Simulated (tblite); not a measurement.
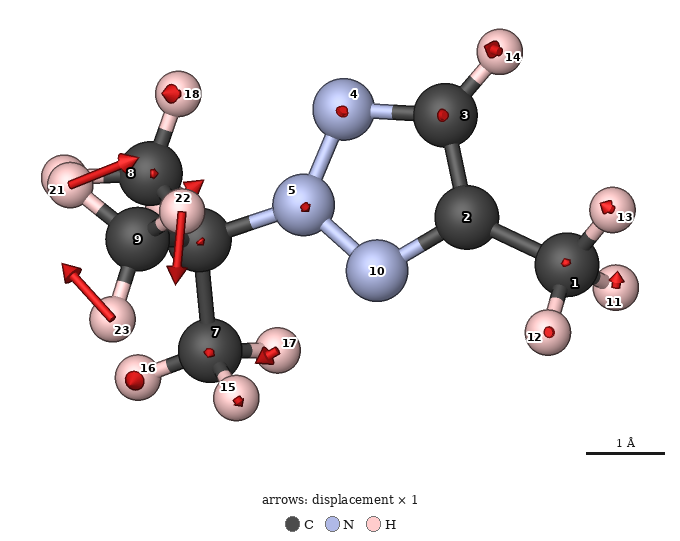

This is a relaxation of C7H13N3. The starting structure is drawn; red arrows show the displacements, at their true length. The two geometries are superimposed by the best rigid fit.

Style: ball-and-stick. Shown at a tilt.

Level of theory: GFN2-xTB geometry optimisation, gas phase (tblite). 

What did the optimiser do to the structure, and how much energy did it gain?

Answer. After 115 geometry steps the energy has fallen by 76.9 kJ/mol. The atom that moves furthest after the best rigid fit is an H atom (1.09 Å). Largest moves by element: H 1.09 Å, C 0.16 Å, N 0.15 Å. Near-neighbour distances that change, for instance: C–N 1.372 → 1.325 Å, C–C 1.368 → 1.400 Å, C–H 1.120 → 1.088 Å, C–C 1.508 → 1.532 Å. Bond angles that change, for instance: N–N–C 129.3° → 122.7°, N–N–N 108.9° → 114.8°, H–C–H 114.8° → 109.3°. Groups turn about C–C by about 60°, C–C by about 30°.
